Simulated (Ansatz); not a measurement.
## Electronic structure of H₆N₂Si···H₂O in real space

The calculation's input:

```
crystal:
  periodic: [false, false, false]
  atoms:
    - { symbol: Si, position_ang: [0.0, 0.0, 0.0] }
    - { symbol: O, position_ang: [0.0, 0.0, 2.03] }
    - { symbol: H, position_ang: [-0.9095, -0.2814, 2.3671] }
    - { symbol: "N", position_ang: [1.7163, 0.0, -0.6061] }
    - { symbol: H, position_ang: [2.2145, -0.918, -0.7868] }
    - { symbol: H, position_ang: [2.2175, 0.918, -0.7783] }
    - { symbol: "N", position_ang: [-0.8572, 1.4851, -0.6061] }
    - { symbol: H, position_ang: [-1.8773, 1.43, -0.8888] }
    - { symbol: H, position_ang: [-0.3367, 2.4058, -0.6766] }
    - { symbol: H, position_ang: [-0.6877, -1.1914, -0.4862] }
    - { symbol: H, position_ang: [0.6549, -1.5365, 0.555] }
    - { symbol: H, position_ang: [0.5132, -1.2041, 1.4744] }
basis:
  gaussian: { orbitals: "6-31G*" }
hamiltonian:
  xc: b3lyp
relax:
  f_tol: 0.15
  max_steps: 25
  restrain:
    - { distance: [0, 10], at: 1.46, k: 30.0 }
    - { distance: [11, 1], at: 1.01, k: 30.0 }
    - { distance: [0, 1], at: 2.88, k: 30.0 }
    - { distance: [11, 10], at: 1.86, k: 30.0 }
output:
  orbitals: {}
```

Command:

```sh
ansatz run input.yaml --threads 1 --pin off --max-ram 2048MiB --backend cpu --events-out ev --progress --plain --runs-dir out
```

The fields are those of the run's last geometry, not of the input's.

Not at a stationary point (largest force 0.9 eV/Å).

Level of theory: RKS B3LYP/6-31G* (Ansatz).

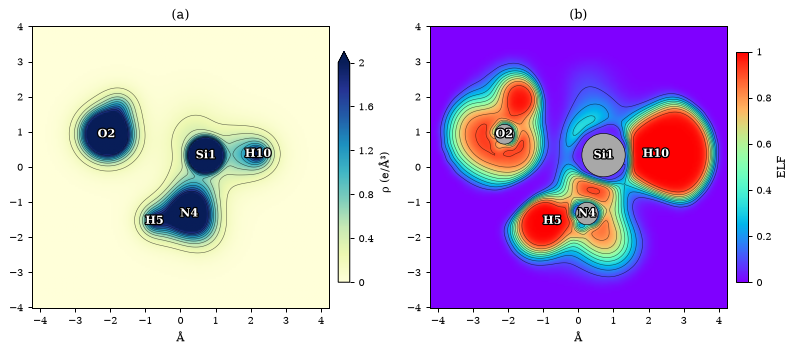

Figure 1. (a) total electron density; (b) ELF on the plane of atoms Si1, N4 and H5. Grey discs cover the atomic cores in the ELF map.

### What do the fields say about this system?

Atoms in the plane: Si, O, N and H. Si–N (1.73 Å): the density is about 1.1 e/Å³ at the midpoint; the ELF peaks at about 0.90 between the atoms, as expected for a shared but strongly polarised pair. N–H (1.01 Å): the density is about 2.8 e/Å³ at the midpoint; the ELF climbs to about 1 towards the hydrogen, as it does in any bond to H (a covalent bond by its length). Si–H (1.49 Å): ρ is about 0.79 e/Å³ halfway; the ELF climbs to about 1 towards the hydrogen. The ELF also peaks beside O2, away from the bonds: lone-pair regions.

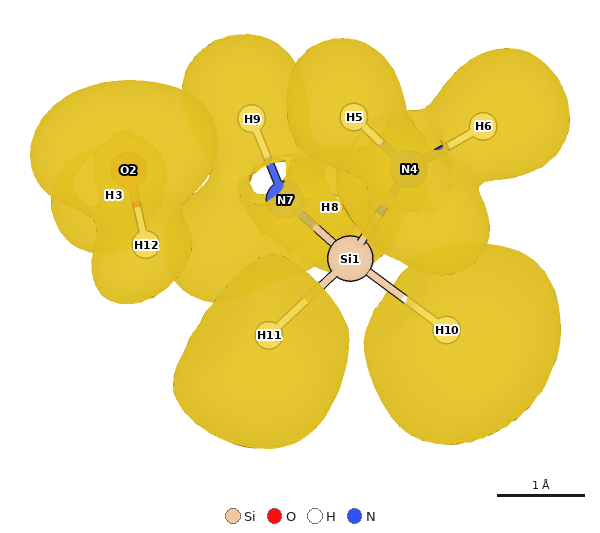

Figure 2. Isosurface of the ELF at 0.75 (yellow), seen from one side. Core shells and regions of very low density are left out.

### Describe the localisation domains.

The ELF exceeds this value in two regions around hydrogen nuclei, two joined regions spread over several atoms (H, N), in which their bonds and any lone pairs are merged and one joined region spread over several atoms (H, O), in which their bonds and any lone pairs are merged. Along the contacts the grid gives the following. H11···H12 (1.87 Å): the ELF dips to about 0.05 between them.

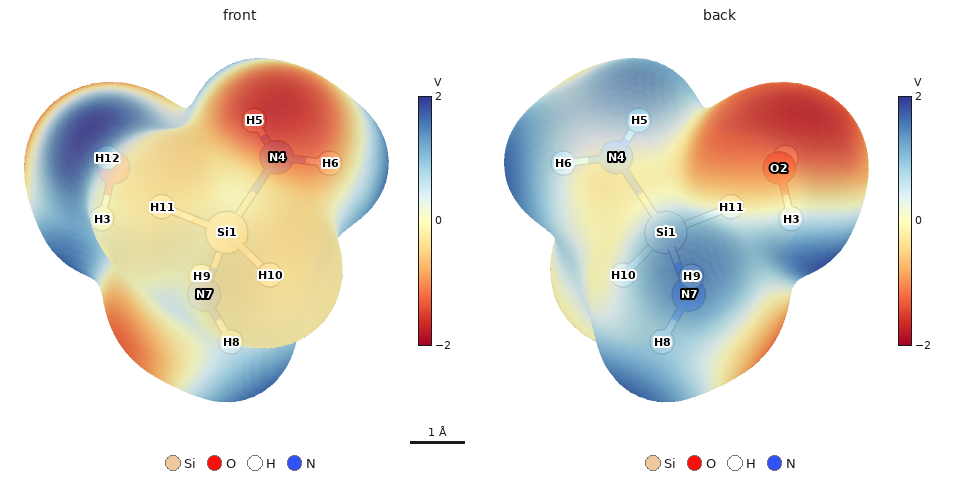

Figure 3. The molecular electrostatic potential painted on the density surface at 0.002 e/bohr³, seen from the front and from behind; red is negative and blue positive.

### Describe the electrostatic potential map.

The most negative region (about −1.6 V) lies over O2 and N4, the most positive (about +1.8 V) over H3 and H12.

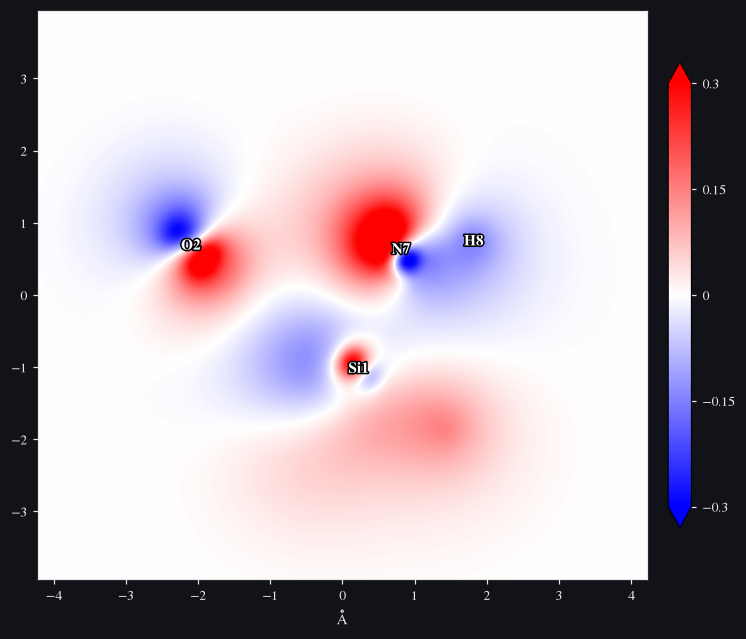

Figure 4. The HOMO−1 on the plane of atoms Si1, N7 and H8 (values in Å⁻³ᐟ²; the overall sign is arbitrary).

### Describe this orbital and give its energy.

By Hirshfeld shares it lies mainly on N7 (about 35 %), N4 (about 30 %), Si1 (about 15 %) and H11 (about 10 %). Its energy is −7.37 eV.
